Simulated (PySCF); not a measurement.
**C6H4O, SMILES `C#CC1=CC1C=O`: what the electrons do**

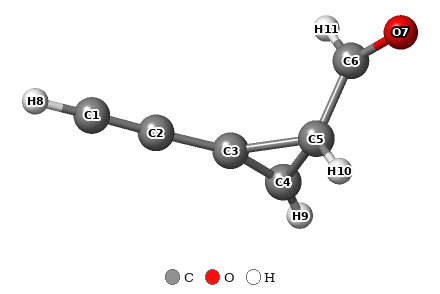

The molecule, with its atoms numbered as below. No frequency check shows the geometry to be a minimum.

Coordinates in Å:

```
C1      -2.8808    0.9193   -0.0125
C2      -1.9016    0.2182   -0.0047
C3      -0.7551   -0.5353    0.0255
C4      -0.0303   -1.5977   -0.1649
C5       0.7137   -0.4464    0.4662
C6       1.6324    0.3584   -0.3438
O7       2.5841    0.9616    0.0780
H8      -3.7499    1.5061   -0.0321
H9       0.0891   -2.5999   -0.4894
H10      0.9480   -0.4740    1.5272
H11      1.3694    0.3761   -1.4237
```

## 1. Bonding charge

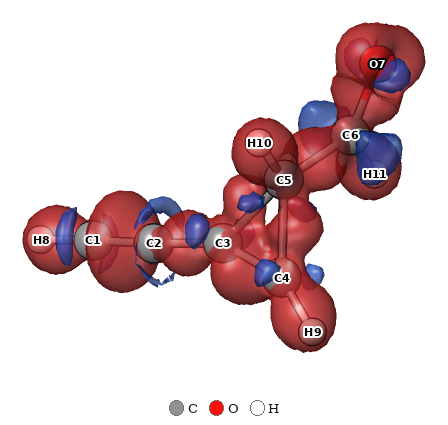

Deformation density (molecule less spherical, spin-averaged free atoms at the same positions), surfaces at ±0.1 e/Å³; red: gain, blue: loss.

PySCF calculation, PBE/6-31+G*, gas phase; geometry: GFN2-xTB.

How much density has each bond gained at its critical point, relative to the free atoms?

Answer. The five largest and four smallest: C1–C2: +0.71 e/Å³ at the bond critical point (bond length 1.20 Å). C1–H8: +0.70 e/Å³ at the bond critical point (bond length 1.05 Å). C4–H9: +0.67 e/Å³ at the bond critical point (bond length 1.06 Å). C5–H10: +0.66 e/Å³ at the bond critical point (bond length 1.09 Å). C6–H11: +0.65 e/Å³ at the bond critical point (bond length 1.11 Å). C5–C6: +0.56 e/Å³ at the bond critical point (bond length 1.47 Å). C2–C3: +0.55 e/Å³ at the bond critical point (bond length 1.37 Å). C4–C5: +0.25 e/Å³ at the bond critical point (bond length 1.51 Å). C3–C5: +0.19 e/Å³ at the bond critical point (bond length 1.54 Å). In all, 2.5 electrons gather in the regions of gain relative to the promolecule.

Where do the Hirshfeld charges lie?

Answer. The highest Hirshfeld charge is on C6 (+0.10 e), the lowest on O7 (−0.23 e).

## 2. Bond critical points

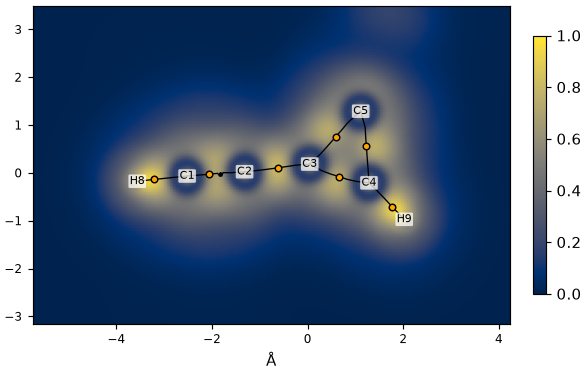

Localised orbital locator (LOL) in the plane of C1, C2, C3, C4, C5, H8 and H9, with bond paths and bond critical points (dots).

Rank the bonds in the plane by LOL at their critical points.

Answer. C1–H8: about 0.92; C4–H9: about 0.91; C2–C3: about 0.80; C3–C4: about 0.73; C4–C5: about 0.70; C3–C5: about 0.67; C1–C2: about 0.58. Values above 0.5 mark slow, localised electrons, as in shared pairs; low values at a critical point mark a polar or closed-shell contact whose critical point lies between the shells.

Where along C1–H8 does the critical point lie?

Answer. 0.70 Å from C1 and 0.35 Å from H8.

## 3. Local ionisation energy

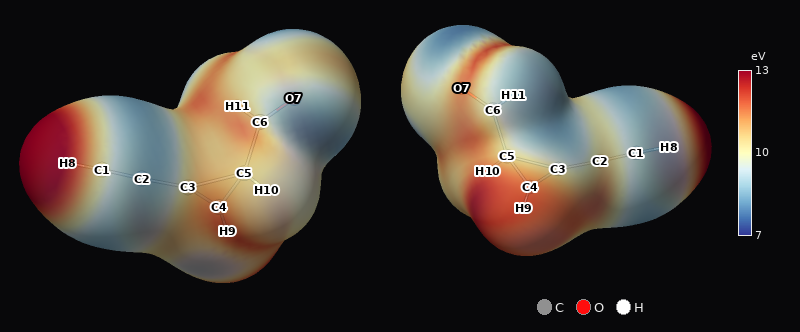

Average local ionisation energy on the surface of electron density 0.001 a.u. (back view left, front view right).

Locate the minima of the map.

Answer. The lowest value is 7.6 eV, near O7 (1.92 Å) and H10 (2.06 Å). Further minima include 7.9 eV, 1.9 Å from O7; 8.1 eV, 1.7 Å from H11; 8.4 eV, off the C1–C2 bond (2.1 to 2.2 Å from its atoms). For comparison, the highest occupied orbital lies at −5.7 eV.

What volume does the surface enclose, and what is the dipole moment?

Answer. About 127 Å³; the dipole moment is 3.7 D.
